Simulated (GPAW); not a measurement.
Consider InNi3N (Pm-3m).

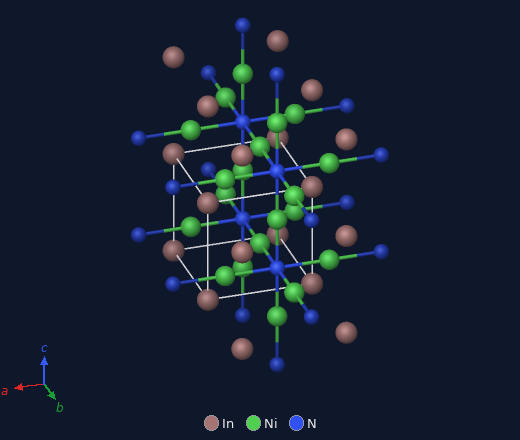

The structure (indium brown, nickel green, nitrogen blue). 1×2×2 cells are drawn. Some periodic images of atoms are drawn too.

```
In Ni N
1.0
     3.83986    0.00000    0.00000
     0.00000    3.83986    0.00000
     0.00000    0.00000    3.83986
In Ni N
1 3 1
Direct
  0.00000 0.00000 0.00000
  0.00000 0.50000 0.50000
  0.50000 0.00000 0.50000
  0.50000 0.50000 0.00000
  0.50000 0.50000 0.50000
```

Absorber: atom 2, with 2 N at 1.92 Å (linear, site symmetry 4/mmm). Method: GPAW, LDA, excited-electron core hole (neutral cell), 10-atom cell with 5.4 Å between holes, 5×5×5 k points, dipole transitions, Gaussian full width 1.44 eV up to 4 eV, rising linearly to 3.5 eV at 25 eV.

**Question.** Predict the near-edge structure at the Ni K edge.

Main maxima up to 30 eV above the zero (height): 2.1 eV (0.48), 7.0 eV (1.36), 10.4 eV (1.13) and 17.6 eV (1.56). A K edge sees empty p states, which here mix into the lowest empty bands, so that weight starts at the zero. The total-energy difference is 8312.23 eV. The tabulated edge of the element is 8333 eV. The functional leaves an error in such absolute values: in the free atom LDA prices this hole 17.6 eV below PBE (computed apart), and PBE is itself good to a few eV.

The Ni K spectrum (energy from the lowest empty level; intensity scaled to a mean of 1 over the first 20 eV):

```csv
E (eV),intensity
-2.0,0.00
-0.5,0.03
1.0,0.31
2.5,0.46
4.0,0.36
5.5,0.60
7.0,1.36
8.5,1.02
10.0,1.12
11.5,1.07
13.0,1.18
14.5,1.25
16.0,1.45
17.5,1.56
19.0,1.39
20.5,1.11
22.0,0.96
23.5,0.81
25.0,0.78
26.5,0.77
28.0,0.80
29.5,0.88
31.0,0.95
```

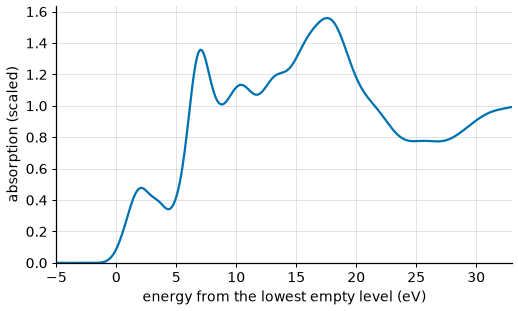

The Ni K edge.

The hole lies in one spin channel, while the script sums the empty states of both and takes the lower zero; where the two channels are split, this blurs and shifts the curve. Quadrupole 1s→3d transitions, which feed the pre-edge, are not in the dipole spectrum. The starting moments shrank to 0.00 μB or less, so this is hardly a magnetic state. The holes are only 5.4 Å apart, so the shape is probably not converged with cell size; no larger cell was run here. The mesh is coarse (0.33 Å⁻¹ between points), so small maxima may be mesh ripples. Lifetime broadening is put in by hand, and intensities beyond about 20 eV depend on it and on the partial waves. The structure is a computed Materials Project entry and may be a hypothetical form.

[Banner, clock and machine lines of the logs are left out without a mark of their own.]

[Logs are printed without paths, hosts, clocks, repeated set-up lines and the standing remarks that a program may print on its own settings, such as how far it seeks lower states.]

[Hosts, paths, dates, database ids (printed as entryN), source tags and the programs' standing remarks are cut or masked in the printed files.]

[Lists of maxima count a maximum above −3 eV only where it reaches 4 % of the highest in the window and stands out from its surroundings by 2 % of it (1.5 % where it reaches 55 %); shoulders and weaker maxima are passed over, and of the rest the first, up to two pre-edge ones and the few strongest are named.]
